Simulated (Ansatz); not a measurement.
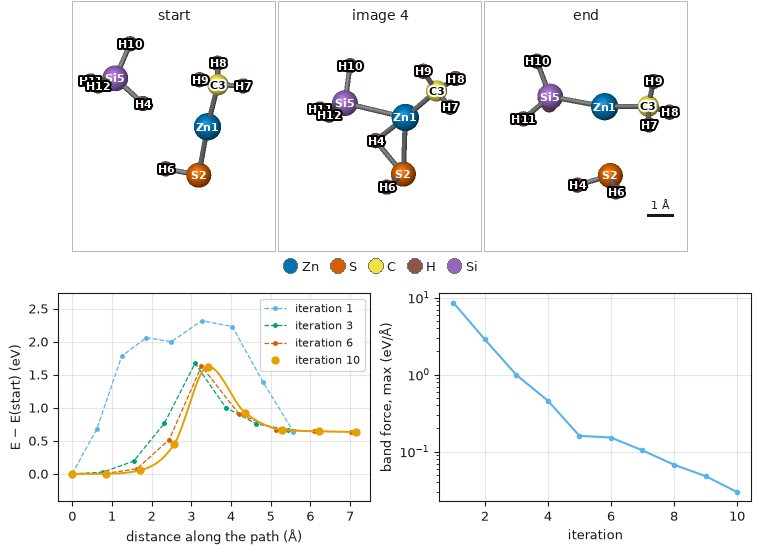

A nudged-elastic-band calculation for CH8SSiZn, made up at the start of CH$_{4}$SZn and SiH$_{4}$. Images are numbered from 0 (start) to 8 (end). The plot follows the band through its iterations. Style: ball-and-stick. Shown at a tilt.

All numbers below come from RKS PBE0/def2-mTZVP in Ansatz 0.2.0. Run with 7 movable images; climbing image; force threshold 0.03 eV/Å; iteration limit 10; starting path through a guess of the saddle point.

Question: Judge this run.

Answer: The run is converged, with reservations. The band converged in 10 iterations. The largest component of the band force went from 8.6 to 0.03 eV/Å. The climbing image converged on the top of the path. Its curvatures weren't checked. The iteration limit was low. The first iteration put the highest image at 2.32 eV. The highest point, image 4, lies 1.62 eV above the start and 0.99 eV above the end; the end is at +0.64 eV relative to the start.

Limits of the set-up: the start holds two separate molecules, 2.8 Å apart at their closest, whose relative position is a soft coordinate and is computed without a dispersion correction.
